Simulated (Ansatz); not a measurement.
Run report: CH₇BSi₂, geometry relaxation (part 2 of 2)

The same run, continued: CH₇BSi₂, SMILES [SiH3]B1C[SiH2]1; RKS PBE-D4/def2-SVP (Ansatz 0.2.0). The geometry: force-field start.

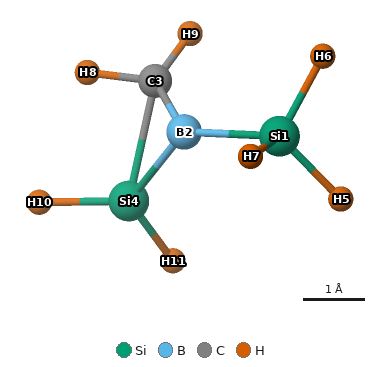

The geometry at step 12 of the log (ball-and-stick view, seen at a tilt; atoms are numbered from 1 in the order of the input).

## Trajectory as extended XYZ, continued
```
11
Properties=species:S:1:pos:R:3:forces:R:3 step=6 energy=-17563.14016
Si   -0.9994    1.7790   -0.4079    0.0356  -0.0206  -0.0019
B     0.0021    0.1140    0.0454    0.0156  -0.1201   0.0367
C     0.1685   -1.0505    1.0674   -0.0838   0.1740   0.0619
Si    1.1531   -1.4002   -0.5323   -0.0843   0.0723  -0.0039
H    -1.8120    1.5620   -1.6615    0.0037  -0.0171   0.0019
H    -1.9120    2.3310    0.6580   -0.0264  -0.0145   0.0087
H     0.0293    2.8384   -0.7230   -0.0092   0.0158  -0.0043
H     0.8914   -0.8095    1.8809    0.0059  -0.0471  -0.0754
H    -0.7173   -1.5625    1.4965    0.0648   0.0289   0.0202
H     2.6344   -1.4108   -0.3422    0.0634  -0.0631   0.0552
H     0.6272   -2.4479   -1.4607    0.0147  -0.0085  -0.0991
11
Properties=species:S:1:pos:R:3:forces:R:3 step=7 energy=-17563.16966
Si   -1.0088    1.7758   -0.4186    0.0650  -0.0443   0.0013
B     0.0513    0.1455    0.0492    0.0726  -0.2120   0.1687
C     0.1600   -1.0245    1.0703   -0.0011   0.3232   0.3282
Si    1.1489   -1.3987   -0.5334    0.1353   0.0577  -0.0791
H    -1.8005    1.5440   -1.6813   -0.0044  -0.0153  -0.0172
H    -1.9556    2.2702    0.6470   -0.0102  -0.0153  -0.0035
H    -0.0233    2.8861   -0.7085   -0.0344  -0.0271   0.0095
H     0.9933   -0.8793    1.8189   -0.3626  -0.1246  -0.3379
H    -0.7423   -1.4631    1.5577    0.2803   0.0850  -0.0327
H     2.6259   -1.5235   -0.2530   -0.1976  -0.0618  -0.0019
H     0.6167   -2.3895   -1.5277    0.0570   0.0345  -0.0354
11
Properties=species:S:1:pos:R:3:forces:R:3 step=8 energy=-17563.16825 accepted=F
Si   -1.0239    1.7663   -0.4346    0.1641   0.0172   0.0619
B     0.1261    0.2029    0.0721   -0.0168  -0.5344   0.2377
C     0.1565   -0.9819    1.0772    0.4403   0.5441   0.8362
Si    1.1451   -1.3765   -0.5402    0.3953   0.0096  -0.0934
H    -1.7761    1.5145   -1.7181    0.0134  -0.0271   0.0033
H    -2.0154    2.1900    0.6258    0.0213  -0.0343  -0.0561
H    -0.0919    2.9368   -0.6823   -0.0899  -0.0637   0.0074
H     1.1040   -0.9749    1.7484   -1.1238  -0.1180  -0.6864
H    -0.7543   -1.3445    1.6298    0.5792   0.1150  -0.2040
H     2.5915   -1.6839   -0.1637   -0.4367   0.0346  -0.1127
H     0.6038   -2.3057   -1.5937    0.0537   0.0570   0.0062
11
Properties=species:S:1:pos:R:3:forces:R:3 step=9 energy=-17563.20268
Si   -1.0087    1.7607   -0.4223    0.0054   0.0270  -0.0665
B     0.0897    0.1683    0.0508    0.0621  -0.2583   0.2671
C     0.1506   -0.9846    1.0803    0.0870   0.2329   0.1567
Si    1.1513   -1.3856   -0.5416    0.0319   0.0785   0.0067
H    -1.7810    1.5117   -1.6938   -0.0097   0.0084  -0.0198
H    -1.9787    2.2159    0.6400   -0.0076  -0.0170  -0.0060
H    -0.0526    2.9005   -0.6915   -0.0376  -0.0101  -0.0004
H     1.0270   -0.9175    1.7825   -0.2583  -0.1197  -0.2612
H    -0.7451   -1.3909    1.6042    0.2320   0.0873  -0.0752
H     2.6041   -1.6047   -0.2126   -0.1598  -0.0477   0.0094
H     0.6089   -2.3308   -1.5754    0.0546   0.0185  -0.0108
11
Properties=species:S:1:pos:R:3:forces:R:3 step=10 energy=-17563.23762
Si   -1.0132    1.7517   -0.4398   -0.0378   0.0699   0.0287
B     0.1175    0.1971    0.0834    0.0303  -0.1910   0.0304
C     0.1517   -0.9502    1.0935    0.1886   0.1296   0.3176
Si    1.1437   -1.3555   -0.5464    0.1675   0.0366  -0.1032
H    -1.7797    1.5088   -1.7165    0.0235  -0.0348  -0.0058
H    -1.9941    2.1782    0.6257   -0.0203  -0.0019  -0.0303
H    -0.0853    2.9178   -0.6913   -0.0202  -0.0119  -0.0073
H     1.0722   -0.9945    1.7378   -0.2857  -0.1008  -0.2322
H    -0.7287   -1.3463    1.6401    0.0843   0.0769  -0.0066
H     2.5635   -1.6752   -0.1651   -0.1239  -0.0151   0.0152
H     0.6179   -2.2889   -1.6008   -0.0062   0.0424  -0.0064
11
Properties=species:S:1:pos:R:3:forces:R:3 step=11 energy=-17563.26958
Si   -1.0237    1.7452   -0.4349    0.0324  -0.0422  -0.0909
B     0.1504    0.2197    0.1045    0.0010  -0.0875   0.0981
C     0.1551   -0.9031    1.1176    0.7316   0.0162   0.3800
Si    1.1560   -1.3137   -0.5720    0.0863   0.0564   0.0231
H    -1.7473    1.4610   -1.7297    0.0016  -0.0019   0.0189
H    -2.0445    2.1591    0.5993    0.0280  -0.0351  -0.0276
H    -0.1186    2.9275   -0.6916   -0.0359   0.0092   0.0150
H     1.1230   -1.1167    1.6753   -0.6653   0.0379  -0.3355
H    -0.7155   -1.2624    1.6965   -0.0171   0.0107   0.0128
H     2.5224   -1.7546   -0.1034   -0.1918   0.0250  -0.0787
H     0.6081   -2.2188   -1.6410    0.0292   0.0112  -0.0153
11
Properties=species:S:1:pos:R:3:forces:R:3 step=12 energy=-17563.28232
Si   -1.0019    1.7235   -0.4641   -0.0612   0.0670   0.1391
B     0.2059    0.2601    0.1622    0.0529  -0.1920  -0.0893
C     0.1671   -0.8555    1.1703    0.9596  -0.2154   0.4197
Si    1.1481   -1.2744   -0.5744    0.2338   0.0334   0.0145
H    -1.7178    1.3923   -1.7533    0.0843  -0.0128   0.0163
H    -2.0528    2.0781    0.5637    0.0016   0.0083  -0.0542
H    -0.1702    2.9676   -0.6956   -0.0481  -0.0794  -0.0316
H     1.1367   -1.2198    1.6673   -0.9201   0.2516  -0.3928
H    -0.7148   -1.1801    1.7558    0.0133   0.0131  -0.0227
H     2.4771   -1.8435   -0.1084   -0.3047   0.1030  -0.0711
H     0.5881   -2.1052   -1.7030   -0.0113   0.0232   0.0721
11
Properties=species:S:1:pos:R:3:forces:R:3 step=13 energy=-17563.28265
Si   -1.0132    1.7197   -0.4442    0.0191  -0.0237  -0.0652
B     0.2357    0.2783    0.1509   -0.0159  -0.0513   0.2976
C     0.2354   -0.8219    1.1711   -0.0931   0.1451   0.1338
Si    1.1697   -1.2148   -0.6226    0.2902  -0.3632  -0.0010
H    -1.6676    1.3642   -1.7570   -0.0013   0.0125  -0.0012
H    -2.1017    2.0494    0.5479    0.0147  -0.0324   0.0019
H    -0.2124    2.9789   -0.6741   -0.0105  -0.0124   0.0002
H     1.1708   -1.2526    1.5979   -0.2988   0.0471   0.0685
H    -0.6614   -1.1513    1.7380    0.1067   0.1064  -0.0378
H     2.3430   -1.9294    0.0126   -0.0069   0.1518  -0.3451
H     0.5671   -2.0776   -1.6998   -0.0042   0.0200  -0.0516
11
Properties=species:S:1:pos:R:3:forces:R:3 step=14 energy=-17563.31855
Si   -0.9998    1.7053   -0.4354    0.0614  -0.0156  -0.0743
B     0.2532    0.2751    0.1809   -0.1004   0.0319  -0.0052
C     0.2030   -0.8137    1.2021    0.0203   0.0446  -0.1573
Si    1.1628   -1.2293   -0.6173    0.2275  -0.1098   0.1940
H    -1.6381    1.3383   -1.7527   -0.0229  -0.0162   0.0008
H    -2.0974    2.0378    0.5458    0.0120  -0.0110  -0.0039
H    -0.2041    2.9622   -0.6906   -0.0152   0.0188   0.0301
H     1.1007   -1.2797    1.6428    0.1485  -0.1420   0.1601
H    -0.7079   -1.0999    1.7632    0.0066   0.0242  -0.0175
H     2.4452   -1.8816   -0.1142   -0.3430   0.1547  -0.1076
H     0.5480   -2.0715   -1.7040    0.0052   0.0204  -0.0193
11
Properties=species:S:1:pos:R:3:forces:R:3 step=15 energy=-17563.32764
Si   -0.9931    1.7013   -0.4466   -0.0034   0.0032   0.0155
B     0.2571    0.2791    0.1885   -0.0233   0.0206  -0.0179
C     0.2142   -0.8151    1.2059    0.0358   0.0150  -0.0278
Si    1.1563   -1.2250   -0.6130    0.1307  -0.0723   0.0616
H    -1.6349    1.3254   -1.7602    0.0119  -0.0040  -0.0005
H    -2.0932    2.0229    0.5353   -0.0075  -0.0017  -0.0092
H    -0.2110    2.9708   -0.6845   -0.0073  -0.0119  -0.0021
H     1.1108   -1.2860    1.6565    0.0095  -0.0454   0.0515
H    -0.6989   -1.0958    1.7664    0.0023   0.0156  -0.0114
H     2.4168   -1.8883   -0.1113   -0.1456   0.0681  -0.0621
H     0.5415   -2.0463   -1.7165   -0.0034   0.0129   0.0023
11
Properties=species:S:1:pos:R:3:forces:R:3 step=16 energy=-17563.33063
Si   -0.9887    1.6946   -0.4473    0.0055  -0.0106  -0.0041
B     0.2829    0.2913    0.1858    0.0235  -0.0374   0.0178
C     0.2343   -0.7974    1.2110   -0.0330   0.0189   0.0095
Si    1.1525   -1.2296   -0.6132   -0.0077   0.0274  -0.0278
H    -1.5957    1.3191   -1.7775    0.0061   0.0060   0.0021
H    -2.1147    1.9681    0.5196   -0.0044   0.0070  -0.0060
H    -0.2346    2.9858   -0.6534   -0.0095  -0.0028   0.0000
H     1.1138   -1.2908    1.6725    0.0101  -0.0079   0.0089
H    -0.6897   -1.0517    1.7676    0.0152   0.0016  -0.0098
H     2.3921   -1.9183   -0.1251   -0.0024   0.0020  -0.0003
H     0.5133   -2.0280   -1.7195   -0.0032  -0.0043   0.0096
11
Properties=species:S:1:pos:R:3:forces:R:3 step=17 energy=-17563.32949 accepted=F
Si   -0.9841    1.6914   -0.4463   -0.0282   0.0064  -0.0213
B     0.2877    0.2909    0.1929   -0.0632   0.1110   0.0456
C     0.2443   -0.7882    1.2254    0.0102  -0.0899  -0.0647
Si    1.1428   -1.2233   -0.6173    0.0674  -0.0768  -0.0324
H    -1.5638    1.3237   -1.7905    0.0026  -0.0030  -0.0054
H    -2.1334    1.9589    0.4948    0.0045  -0.0106   0.0087
H    -0.2427    2.9924   -0.6342    0.0142  -0.0071   0.0049
H     1.1259   -1.2937    1.6714   -0.0226   0.0036   0.0155
H    -0.6830   -1.0612    1.7663    0.0235   0.0488   0.0468
H     2.3880   -1.9111   -0.1411   -0.0078  -0.0027   0.0048
H     0.4838   -2.0368   -1.7007   -0.0007   0.0202  -0.0026
11
Properties=species:S:1:pos:R:3:forces:R:3 step=18 energy=-17563.33114
Si   -0.9868    1.6909   -0.4474   -0.0011   0.0035  -0.0020
B     0.2876    0.2924    0.1914   -0.0127   0.0007   0.0116
C     0.2393   -0.7951    1.2165   -0.0039   0.0132  -0.0007
Si    1.1496   -1.2247   -0.6174    0.0022  -0.0075  -0.0131
H    -1.5796    1.3191   -1.7849    0.0045  -0.0021   0.0011
H    -2.1237    1.9605    0.5080   -0.0017  -0.0022  -0.0026
H    -0.2399    2.9874   -0.6444    0.0010  -0.0003   0.0008
H     1.1172   -1.2951    1.6740    0.0053  -0.0055   0.0034
H    -0.6853   -1.0476    1.7719    0.0041   0.0008   0.0011
H     2.3876   -1.9181   -0.1325    0.0027  -0.0039   0.0010
H     0.4996   -2.0267   -1.7146   -0.0004   0.0033  -0.0007
```

The run was set up as follows.

## Input file
```yaml
crystal:
  periodic: [false, false, false]
  atoms:
    - {symbol: Si, position_ang: [-0.876100, 1.692500, -0.445000]}
    - {symbol: B, position_ang: [-0.086900, 0.065800, 0.056200]}
    - {symbol: C, position_ang: [0.151800, -1.079500, 1.087500]}
    - {symbol: Si, position_ang: [1.198800, -1.517500, -0.345400]}
    - {symbol: H, position_ang: [-1.773200, 1.504800, -1.652500]}
    - {symbol: H, position_ang: [-1.746800, 2.248300, 0.655800]}
    - {symbol: H, position_ang: [0.140100, 2.729200, -0.777300]}
    - {symbol: H, position_ang: [0.826600, -0.732400, 1.964300]}
    - {symbol: H, position_ang: [-0.703300, -1.694700, 1.337100]}
    - {symbol: H, position_ang: [2.485200, -0.985200, -0.471400]}
    - {symbol: H, position_ang: [0.449300, -2.288300, -1.388700]}
basis:
  gaussian: {orbitals: def2-SVP}
hamiltonian: {xc: pbe, dispersion: d4}
relax: {f_tol: 0.03, max_steps: 200}
```

Run as:
```bash
ansatz run in.yaml --threads 2 --pin off --events-out ev --progress --plain --max-ram 4352MiB
```

## Key numbers

```tsv
quantity	value
outcome	converged
total energy	−17563.3312 eV
mean-field energy	−17563.0974 eV
dispersion energy	−0.2338 eV
SCF solution under orbital rotations	stable
largest force (length of the vector) at the end	0.017 eV/Å
dipole moment	1.67 D
hardware	2 threads of Arm Neoverse V2, 23 GiB of memory available, shared host
wall time	27 s (CPU time 51 s)
peak memory	0.14 GiB
```
